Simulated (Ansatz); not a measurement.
# C2H5AlN2 (SMILES C#[C][Al]([NH2])[NH2]) at B2PLYP/def2-SVP

What is the energy change on altering one bond length of C2H5AlN2 at B2PLYP/def2-SVP? 

The calculation is run with Ansatz 0.2.0.

62 further runs of the same task are left out: 1 that didn't finish, 61 set aside as unsound or not needed.

### 1 Starting point

The species is C2H5AlN2 (10 atoms), meant as a singlet with charge 0. As SMILES, `C#[C][Al]([NH2])[NH2]`. The shape is that of a PBE0-D4/def2-TZVP optimisation.

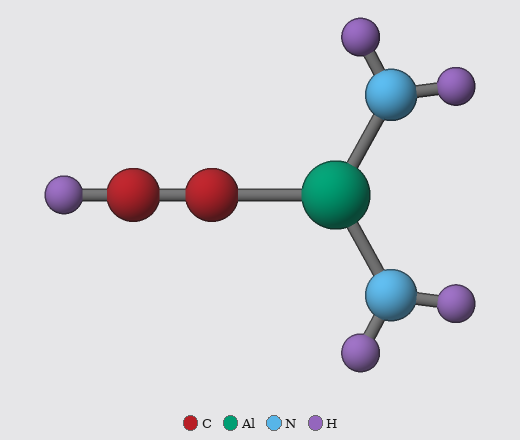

The structure, seen from a chosen angle (carbon red, aluminium teal, nitrogen blue, hydrogen purple).

### 2 The energy at B2PLYP/def2-SVP

molecule.yaml

```yaml
crystal:
  periodic: [false, false, false]
  atoms:
    - {symbol: C, position_ang: [-2.368100, 1.221100, 0.873300]}
    - {symbol: C, position_ang: [-1.345900, 0.693600, 0.497800]}
    - {symbol: Al, position_ang: [0.265700, -0.138000, -0.094200]}
    - {symbol: N, position_ang: [0.247600, -1.861100, -0.467000]}
    - {symbol: N, position_ang: [1.722400, 0.842900, -0.249900]}
    - {symbol: H, position_ang: [-3.269100, 1.686000, 1.204200]}
    - {symbol: H, position_ang: [1.027400, -2.410800, -0.785900]}
    - {symbol: H, position_ang: [-0.574800, -2.435200, -0.383700]}
    - {symbol: H, position_ang: [1.750000, 1.827100, -0.041300]}
    - {symbol: H, position_ang: [2.627700, 0.523400, -0.550300]}
basis:
  gaussian: {orbitals: def2-SVP}
hamiltonian: {xc: {name: B2PLYP}}
correlation: {frozen_orbitals: {Al: 5, C: 1, H: 0, "N": 1}}
accuracy: high
output: {orbitals: {seedname: orbitals}}
```

Run with:

```bash
$ ansatz run molecule.yaml --threads 1 --pin off --max-ram 3480MiB --events-out events.jsonl --progress --plain --runs-dir runs
```

Standard output:

```text
Warning: RAYON_NUM_THREADS=1 ignored (pool sized by the plan → 1); use --threads N
Functional definition: B2PLYP
  name "B2PLYP"
  parameter a = 0.53
  parameter c = 0.27
  exchange = (1 - a)*b88_x + a*exact_x
  correlation = (1 - c)*lyp_c + c*(mp2_os + mp2_ss)
2218 factors; integrals over basis functions are off by at most 1.4e-8 eV
mean field evaluation 1: about -11702.5503 eV, gradient 6.7e1 eV
mean field evaluation 2: about -11703.0444 eV, gradient 6.7e1 eV
mean field evaluation 4: about -11712.4215 eV, gradient 5.0e0 eV
mean field evaluation 8: about -11712.5213 eV, gradient 8.4e-1 eV
mean field evaluation 16: about -11712.5231 eV, gradient 1.2e-4 eV
mean field -11712.52312432 eV, -430.4272857854 hartree, gradient 2.8e-8 eV, S^2 0.000000; 0 other end points of the search recorded, 0 dependent functions left out
9 core orbitals not correlated: weight in the atoms' cores, before any rotation towards them, 1.000 or more for the frozen orbitals, at most 0.000 for the correlated occupied ones
reference -11712.52315178 eV, -430.4272867948 hartree; 13, 13 occupied and 77, 77 virtual orbitals, 2218 factors
second order -21.78208673 eV of doubles, -0.00000000 eV of singles
Total energy: -11718.40431520 eV, -430.6434155640 hartree
```

Run time: 17 s. Hardware: 1 thread of Intel Xeon Platinum 8488C (Sapphire Rapids), shared host; peak memory 0.36 GiB.

### 3 The distorted shape

run.yaml

```yaml
crystal:
  periodic: [false, false, false]
  atoms:
    - symbol: C
      position_ang: [-3.303851, 1.880734, 1.255976]
    - symbol: C
      position_ang: [-2.281651, 1.353234, 0.880476]
    - symbol: Al
      position_ang: [-0.670051, 0.521634, 0.288476]
    - symbol: N
      position_ang: [-0.688151, -1.201466, -0.084324]
    - symbol: N
      position_ang: [0.786649, 1.502534, 0.132776]
    - symbol: H
      position_ang: [-4.204851, 2.345634, 1.586876]
    - symbol: H
      position_ang: [1.027400, -2.410800, -0.785900]
    - symbol: H
      position_ang: [-1.510551, -1.775566, -0.001024]
    - symbol: H
      position_ang: [0.814249, 2.486734, 0.341376]
    - symbol: H
      position_ang: [1.691949, 1.183034, -0.167624]
basis:
  gaussian: {orbitals: def2-SVP}
hamiltonian: {xc: {name: B2PLYP}}
correlation: {frozen_orbitals: {Al: 5, C: 1, H: 0, "N": 1}}
accuracy: high
output: {orbitals: {seedname: orbitals}}
```

Run with:

```bash
$ ansatz run run.yaml --threads 1 --pin off --max-ram 3480MiB --events-out events.jsonl --progress --plain --runs-dir runs
```

Standard output (excerpt; [...] marks lines left out):

```text
Warning: RAYON_NUM_THREADS=1 ignored (pool sized by the plan → 1); use --threads N
Functional definition: B2PLYP
  name "B2PLYP"
[...]
2201 factors; integrals over basis functions are off by at most 2.4e-8 eV
[...]
mean field -11706.55659575 eV, -430.2080199047 hartree, gradient 4.9e-8 eV, S^2 0.000000; 1 other end points of the search recorded, 0 dependent functions left out; unrestricted orbitals would lower it
9 core orbitals not correlated: weight in the atoms' cores, before any rotation towards them, 1.000 or more for the frozen orbitals, at most 0.000 for the correlated occupied ones
reference -11706.55662479 eV, -430.2080209720 hartree; 13, 13 occupied and 77, 77 virtual orbitals, 2201 factors
second order -23.74927219 eV of doubles, -0.00000000 eV of singles
Total energy: -11712.96892828 eV, -430.4436687789 hartree
```

It took 15 s on 1 thread of Intel Xeon Platinum 8488C (Sapphire Rapids), shared host; peak memory 0.42 GiB.

### 4 Outcome

At B2PLYP/def2-SVP, 9 core orbitals frozen:

| quantity | value |
| --- | --- |
| first shape: total energy | -430.64342 Eh |
| first shape: HOMO energy (SCF part's orbitals) | -8.01 eV |
| first shape: LUMO energy (SCF part's orbitals) | 1.36 eV |
| first shape: HOMO–LUMO gap (SCF part's orbitals) | 9.36 eV |
| distorted shape: total energy | -430.44367 Eh |
| distorted shape: HOMO energy (SCF part's orbitals) | -8.11 eV |
| distorted shape: LUMO energy (SCF part's orbitals) | -2.81 eV |
| distorted shape: HOMO–LUMO gap (SCF part's orbitals) | 5.30 eV |
| energy change with the N4–H7 bond stretched from 1.006 to 2.213 Å | 5.435 eV |

What this shows: With the N4–H7 bond stretched from 1.006 to 2.213 Å the energy rises by 5.44 eV (125 kcal/mol). The first shape isn't relaxed at this level, so the change isn't measured from a minimum. The restricted solution (distorted shape) is unstable to spin breaking: an unrestricted one lies lower.
